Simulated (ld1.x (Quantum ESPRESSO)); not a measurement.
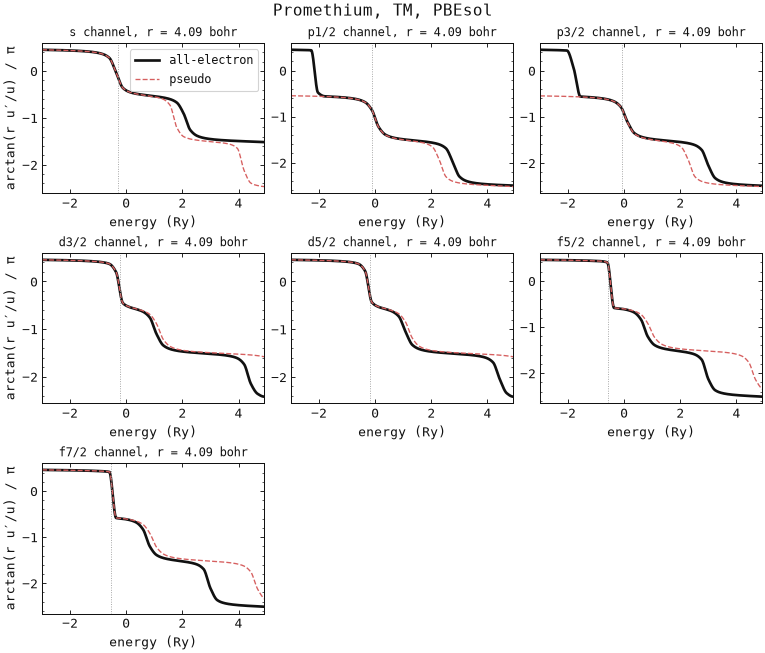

Unwrapped phase arctan(r u′/u) in units of π against energy, all-electron (solid) and pseudo (dashed); the pseudo phase is matched to the all-electron one at the reference energy. Here u = r R(r). A near-vertical step is a level narrower than the spacing of the points behind the curves. The dotted line marks the reference energy of the channel.

| Property | Result |
| --- | --- |
| Element | Pm |
| Generator | ld1.x (Quantum ESPRESSO) 7.5 |
| Type | norm-conserving Troullier–Martins (Kleinman–Bylander form) |
| Functional | PBEsol |
| Relativity | fully relativistic |
| Frozen core | [Xe] |
| Valence charge | 7 |
| Reference configuration | 4f4 5d1 6s2 6p0 |
| Partial waves | 6p (bound, empty): rc 3.80 bohr; 5d (bound): rc 2.25 bohr; 4f (bound): rc 1.65 bohr; 6s (bound): rc 3.45 bohr |
| Local potential | the s channel |
| Core correction | none |

Does the potential have spurious states?

Going away from the reference energies, the phases part by more than π/2 in: s at about 1.8 Ry (above its reference energy, pseudo phase lower); p1/2 at about 2.4 Ry (above its reference energy, pseudo phase lower); p1/2 at about -2.2 Ry (below its reference energy, pseudo phase lower, at the 5p core level, which only the all-electron atom has); p3/2 at about 2.4 Ry (above its reference energy, pseudo phase lower); p3/2 at about -1.8 Ry (below its reference energy, pseudo phase lower, at the 5p core level, which only the all-electron atom has); d3/2 at about 4.4 Ry (above its reference energy, pseudo phase higher); d5/2 at about 4.4 Ry (above its reference energy, pseudo phase higher); f5/2 at about 2.9 Ry (above its reference energy, pseudo phase higher); f7/2 at about 2.9 Ry (above its reference energy, pseudo phase higher). Such a step is either a state that only one of the two atoms has or an ordinary level shifted in energy. The separate test gives: no ghost state below the valence levels in the p1/2, p3/2, d3/2, d5/2, f5/2, f7/2, s channels.

How far from the reference energy is each channel transferable, at a tolerance of 0.05 rad?

s: up to about 1.1 Ry; p1/2: between about -1.9 and 1.4 Ry; p3/2: between about -1.6 and 1.1 Ry; d3/2: up to about 0.6 Ry; d5/2: up to about 0.6 Ry; f5/2: up to about 0.2 Ry; f7/2: up to about 0.2 Ry.
